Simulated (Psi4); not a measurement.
**C3H2F+ (SMILES Fc1c[cH+]1): MP3/def2-SVPD (density fitting, density fitting for correlation)**

Aim: the vertical electron affinity of C3H2F+ at MP3/def2-SVPD (density fitting, density fitting for correlation), from 2 runs. 

Program for the calculation: Psi4 1.11.

1 further run of the same task is left out (set aside as unsound or not needed).

### 1 The structure to begin with

The species is C3H2F+ (6 atoms), meant as a singlet with charge +1. SMILES: `Fc1c[cH+]1`. Geometry: relaxed at GFN2-xTB.

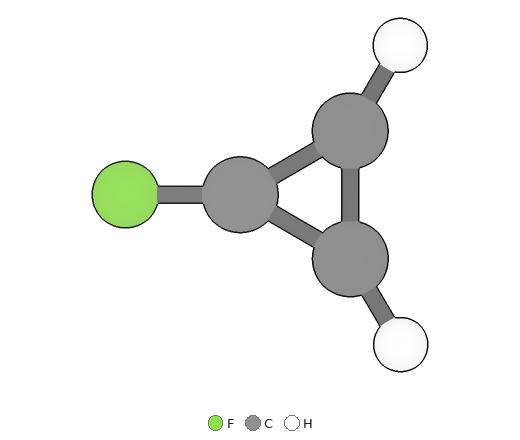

The structure, seen from a chosen angle (fluorine green, carbon grey, hydrogen white).

### 2 The energy at MP3/def2-SVPD (density fitting, density fitting for correlation)

The input, c3h2f.dat:

```
memory 1600 MB

molecule {
  1 1
  F
  C 1 r2
  C 2 r3 1 a3
  C 3 r4 2 a4 1 d4
  H 3 r5 4 a5 2 d5
  H 4 r6 3 a6 5 d6

  r2 = 1.251093
  r3 = 1.384338
  a3 = 150.08649
  r4 = 1.382136
  a4 = 60.05339
  d4 = 179.98069
  r5 = 1.076663
  a5 = 149.46965
  d5 = 179.94044
  r6 = 1.076834
  a6 = 149.36166
  d6 = -0.04725
  units angstrom
  symmetry c1
}

set {
  scf_type    disk_df
  freeze_core true
  mp_type     df
}

e_tot, wfn = energy("mp3/def2-SVPD", return_wfn=True)
print_variables()
```

Started as:

```sh
$ psi4 -n 1 c3h2f.dat c3h2f.out
```

c3h2f.out:

```text
[...]
  Running in c1 symmetry.
[...]
  Nuclear repulsion =  100.791060611054647
[...]
  Multiplicity = 1
[...]
  Nalpha       = 14
  Nbeta        = 14
[...]
    Number of basis functions: 99
[...]
   @DF-RHF iter   1:  -213.62072706353285   -1.97925e-02   3.12164e-03 ADIIS/DIIS
[...]
   @DF-RHF iter  11:  -213.67289845059202   -4.10694e-11   9.37509e-09 DIIS
[...]
    Orbital Energies [Eh]
    ---------------------
    Doubly Occupied:
       1A    -26.615668     2A    -11.678114     3A    -11.592155
       4A    -11.590840     5A     -1.933266     6A     -1.514781
       7A     -1.127654     8A     -1.092395     9A     -1.024834
      10A     -0.995378    11A     -0.994746    12A     -0.838402
      13A     -0.779083    14A     -0.757965
[...]
  @DF-RHF Final Energy:  -213.67289845059202
   => Energetics <=
    Nuclear Repulsion Energy =            100.7910606110546468
    One-Electron Energy =                -483.8573579706664418
    Two-Electron Energy =                 169.3933989090197656
    Total Energy =                       -213.6728984505920153
[...]
 Multipole Moments:
 ------------------------------------------------------------------------------------
     Multipole            Electronic (a.u.)      Nuclear  (a.u.)        Total (a.u.)
 ------------------------------------------------------------------------------------
 L = 1.  Multiply by 2.5417464519 to convert [e a0] to [Debye]
 Dipole X            :         -0.0007407            0.0010944            0.0003536
 Dipole Y            :         -0.0006243            0.0007958            0.0001715
 Dipole Z            :         -2.6128754            4.3168724            1.7039970
 Magnitude           :                                                    1.7039970
[...]
	DF-MP2 Total Energy (a.u.)         :  -214.22374827522268
[...]
	DF-MP3 Total Energy (a.u.)         :  -214.23877081682275
[...]
```

Run time: 3.9 s. Hardware: 1 thread of Intel Xeon 6975P-C (Granite Rapids), shared host; peak memory 0.26 GiB.

### 3 Doublet neutral C3H2F, same level

The input, c3h2f.dat:

```
memory 1600 MB

molecule mol {
  0 2
  F
  C 1 1.251093
  C 2 1.384338 1 150.08649
  C 3 1.382136 2 60.05339 1 179.98069
  H 3 1.076663 4 149.46965 2 179.94044
  H 4 1.076834 3 149.36166 5 -0.04725
  symmetry c1
}

set reference uhf
set scf_type disk_df
set freeze_core true
set mp_type df

energy('mp3/def2-SVPD')
print_variables()
```

Started as:

```sh
$ psi4 -i c3h2f.dat -o c3h2f.out -n 1
```

c3h2f.out:

```text
[...]
  Running in c1 symmetry.
[...]
  Nuclear repulsion =  100.791060611054647
[...]
  Multiplicity = 2
[...]
  Nalpha       = 15
  Nbeta        = 14
[...]
    Number of basis functions: 99
[...]
   @DF-UHF iter   1:  -213.77124898499861   -1.70314e-01   3.95606e-03 ADIIS/DIIS
[...]
   @DF-UHF iter  14:  -213.85870614546491   -1.86731e-11   8.19252e-09 DIIS
[...]
   @S^2 Observed:                8.808680043E-01
[...]
    Orbital Energies [Eh]
    ---------------------
    Alpha Occupied:
       1A    -26.377030     2A    -11.378619     3A    -11.252348
       4A    -11.251296     5A     -1.696081     6A     -1.209154
       7A     -0.890616     8A     -0.829845     9A     -0.755108
      10A     -0.751145    11A     -0.736487    12A     -0.540074
      13A     -0.535390    14A     -0.488767    15A     -0.236307
    Alpha Virtual:
      16A      0.094782    17A      0.118238    18A      0.121531
      19A      0.161272    20A      0.190353    21A      0.199161
      22A      0.200307    23A      0.221691    24A      0.277659
      25A      0.294485    26A      0.296322    27A      0.309170
[...]
  @DF-UHF Final Energy:  -213.85870614546491
   => Energetics <=
    Nuclear Repulsion Energy =            100.7910606110546468
    One-Electron Energy =                -491.8718665326472888
    Two-Electron Energy =                 177.2220997761277204
    Total Energy =                       -213.8587061454649074
  UHF NO Occupations:
  HONO-2 :   13  A 1.9967967
  HONO-1 :   14  A 1.9403329
[...]
 Multipole Moments:
 ------------------------------------------------------------------------------------
     Multipole            Electronic (a.u.)      Nuclear  (a.u.)        Total (a.u.)
 ------------------------------------------------------------------------------------
 L = 1.  Multiply by 2.5417464519 to convert [e a0] to [Debye]
 Dipole X            :         -0.0007458            0.0010944            0.0003486
 Dipole Y            :         -0.0011051            0.0007958           -0.0003092
 Dipole Z            :         -4.1358099            4.3168724            0.1810625
 Magnitude           :                                                    0.1810631
[...]
	DF-SCS-MP2 Total Energy (a.u.)     :  -214.39799934333070
	DF-SOS-MP2 Total Energy (a.u.)     :  -214.38866993185499
	DF-SCS(N)-MP2 Total Energy (a.u.)  :  -214.12321226822129
[...]
	DF-MP2 Total Energy (a.u.)         :  -214.41665816628216
[...]
	DF-MP3 Total Energy (a.u.)         :  -214.43538783118208
[...]
```

It took 6.9 s on 1 thread of Intel Xeon 6975P-C (Granite Rapids), shared host; peak memory 0.28 GiB.

### 4 What came out

Level: MP3/def2-SVPD (density fitting, density fitting for correlation), 4 core orbitals frozen.

| quantity | value |
| --- | --- |
| singlet C3H2F+: total energy | -214.23877 Eh |
| singlet C3H2F+: HOMO energy (Hartree–Fock orbitals) | -20.63 eV |
| singlet C3H2F+: LUMO energy (Hartree–Fock orbitals) | -3.87 eV |
| singlet C3H2F+: HOMO–LUMO gap (Hartree–Fock orbitals) | 16.75 eV |
| singlet C3H2F+: correlation energy (4 core orbitals frozen) | -565.9 mEh |
| doublet neutral C3H2F: total energy | -214.43539 Eh |
| doublet neutral C3H2F: HOMO energy (Hartree–Fock orbitals) (highest over α and β) | -6.43 eV |
| doublet neutral C3H2F: LUMO energy (Hartree–Fock orbitals) (lowest over α and β) | 2.58 eV |
| doublet neutral C3H2F: correlation energy (4 core orbitals frozen) | -576.7 mEh |
| doublet neutral C3H2F: ⟨S²⟩ of the reference determinant | 0.881 |
| vertical electron affinity (to the doublet neutral) | 5.350 eV |

What this shows: At fixed nuclei the extra electron is bound by 5.35 eV (516 kJ/mol). ⟨S²⟩ (doublet neutral C3H2F) is 0.88 where a pure doublet has 0.75: the reference is spin-contaminated.
